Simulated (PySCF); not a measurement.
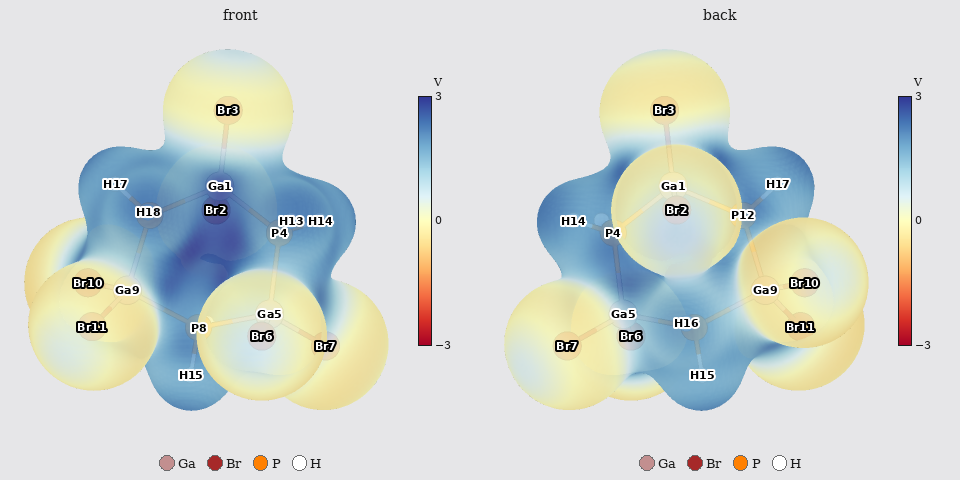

Figure. Br6Ga3H6P3 ((Br2Ga-mu-PH2)3). The molecular electrostatic potential painted on the density surface at 0.004 e/bohr³, seen from the front and from behind; red is negative and blue positive.

Geometry: PBE0-D3(BJ)/def2-SVP.

All numbers below come from PBE0/def2-SVPD, SCF density, gas phase in PySCF 2.14.0.

```xyz
18

Ga    2.2261   -0.2753   -0.3023
Br    2.2298    1.9697    0.2934
Br    4.1825   -1.4097   -0.6988
P     0.7661   -0.2864   -2.1822
Ga   -1.4836    0.4691   -1.8468
Br   -2.7726   -1.4268   -2.1045
Br   -1.8703    2.3348   -3.1387
P    -1.6287    1.1875    0.4273
Ga   -0.8593   -0.0474    2.3294
Br   -0.1127    1.4717    3.8843
Br   -2.4591   -1.5758    2.9607
P     1.0341   -1.2635    1.5028
H     0.7211   -1.5527   -2.8141
H     1.3857    0.5033   -3.1795
H    -3.0014    1.4589    0.6459
H    -1.0774    2.4883    0.5022
H     1.9678   -1.4145    2.5551
H     0.6956   -2.6142    1.2434
```

### Where is the surface potential most negative and most positive?

The most negative region (about −0.5 V, or −12 kcal/mol for a unit charge) lies over Br10 and Br11, the most positive (about +2.8 V, or +65 kcal/mol for a unit charge) over Ga1, P4 and P12. Br2 shows a σ-hole: about +0.7 V, or +16 kcal/mol for a unit charge at the tip opposite its bond, against about +0.2 V on its flanks. Br3 shows a σ-hole: about +0.7 V, or +16 kcal/mol for a unit charge at the tip opposite its bond, against about −0.1 V on its flanks. Br6 shows a σ-hole: about +0.6 V, or +14 kcal/mol for a unit charge at the tip opposite its bond, against about −0.2 V on its flanks. Br7 shows a σ-hole: about +0.6 V, or +14 kcal/mol for a unit charge at the tip opposite its bond, against about −0.2 V on its flanks. Br10 shows a σ-hole: about +0.5 V, or +12 kcal/mol for a unit charge at the tip opposite its bond, against about −0.3 V, or −7 kcal/mol for a unit charge on its flanks. Br11 shows a σ-hole: about +0.5 V, or +12 kcal/mol for a unit charge at the tip opposite its bond, against about −0.3 V, or −7 kcal/mol for a unit charge on its flanks.
